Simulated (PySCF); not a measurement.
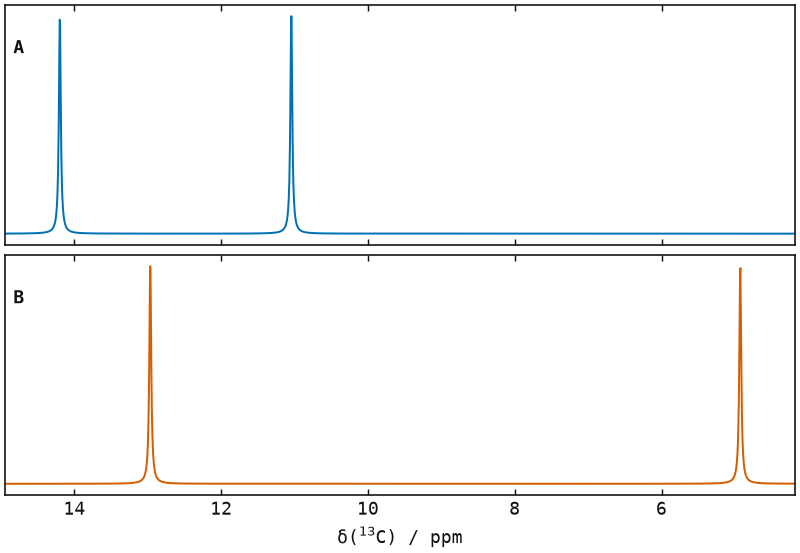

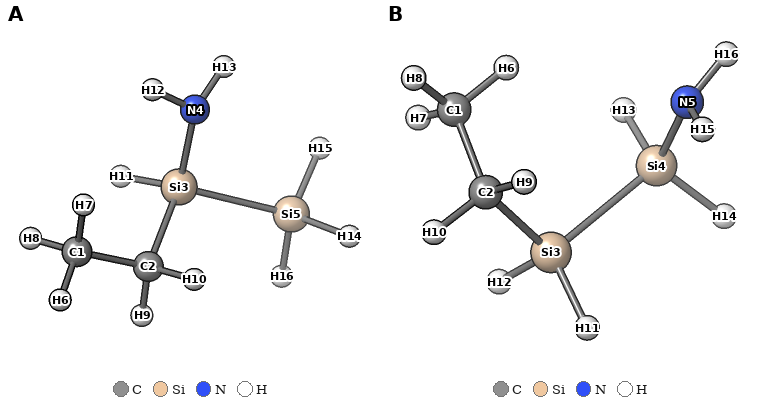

Related molecules: A is C₂H₁₁NSi₂, SMILES CC[Si@@H](N)[SiH3]; B is C₂H₁₁NSi₂, SMILES CC[SiH2][SiH2]N. GIAO ¹³C shifts against TMS, KT2/pcSseg-2 with PySCF 2.14.0, at a PBE0-D3(BJ)/def2-SVP geometry (no frequency check); fully decoupled, line heights follow the number of nuclei within a panel, widths are arbitrary (no quadrupolar broadening); values of one conformer, averaged over nuclei that symmetry, rotation about single bonds or inversion at nitrogen exchange, these motions taken as fast; other conformers aren't averaged in.

> Assign the ¹³C signals of each molecule.

A: 14.2 (C2); 11.0 (C1)
B: 13.0 (C1); 4.9 (C2)
